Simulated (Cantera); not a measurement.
Feed: 1 mol Pb, 0.28 mol CO, 0.14 mol N2, equilibrated at 93.0 mbar.

Cantera equilibrium calculation (NASA polynomials, part measured and part estimated; ideal gas, pure solids and liquids). Candidate condensed phases: C, Pb, PbO, PbO2, Pb3O4; 27 gas species. The numbers say what is thermodynamically allowed, not how fast it happens.

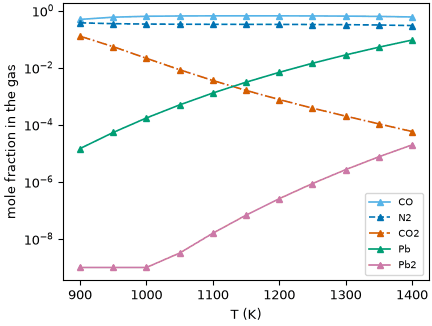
*Equilibrium gas composition (values under 1e-9 drawn at 1e-9)*

Task: Read off the mole fractions at 1000 K.

Result: CO about 0.64, N2 about 0.34, CO2 about 0.021, Pb about 0.00017.
